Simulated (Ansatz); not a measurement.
Reaction (SMILES): CS (CH3-SH) + [H][H] (H2) → C (CH4) + S (H2S)
B3LYP-D3(BJ)/def2-TZVP geometries, fixed; electronic energies without zero-point terms.

Basis-set convergence of the energy of full hydrogenation at CCSD(T) with Ansatz (a first-principles code). All functions are spherical. Cores are frozen. No added dispersion term, no relativity. Functions are those of the species that has most. Reference: Hartree-Fock in cc-pV(Q+d)Z plus the correlation part extrapolated as X^-3 from cc-pV(T+d)Z and cc-pV(Q+d)Z, -19.55 kcal/mol, itself unsure by roughly 0.10 kcal/mol (a third of the extrapolation step and of the last Hartree-Fock step). Deviations are taken from unrounded values. Cost is core time over that of def2-SVPD, rough, on shared machines of one kind; a dash marks a row that isn't timed (too short, read off another run, short of memory, by another algorithm or on other hardware).

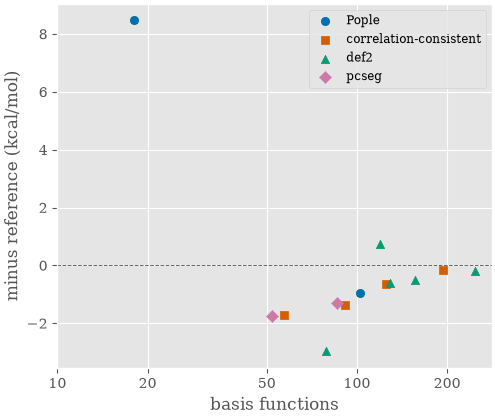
Figure: Deviation from the reference against the number of basis functions, by family of sets.

```csv
basis,functions,energy of full hydrogenation (kcal/mol),minus reference (kcal/mol),cost
STO-3G,18,-11.08,8.47,-
pcseg-1,52,-21.30,-1.75,0.6×
cc-pV(D+d)Z,57,-21.25,-1.70,0.7×
def2-SVPD,79,-22.51,-2.96,1×
aug-pcseg-1,86,-20.86,-1.31,1×
aug-cc-pV(D+d)Z,91,-20.93,-1.39,1×
"6-311++G(2d,2p)",102,-20.48,-0.94,2×
def2-TZVPD,119,-18.81,0.74,2×
cc-pV(T+d)Z,125,-20.18,-0.63,2×
def2-TZVPP,129,-20.16,-0.61,2×
def2-TZVPPD,156,-20.05,-0.51,4×
aug-cc-pV(T+d)Z,193,-19.72,-0.18,8×
def2-QZVPP,247,-19.75,-0.20,20×
```
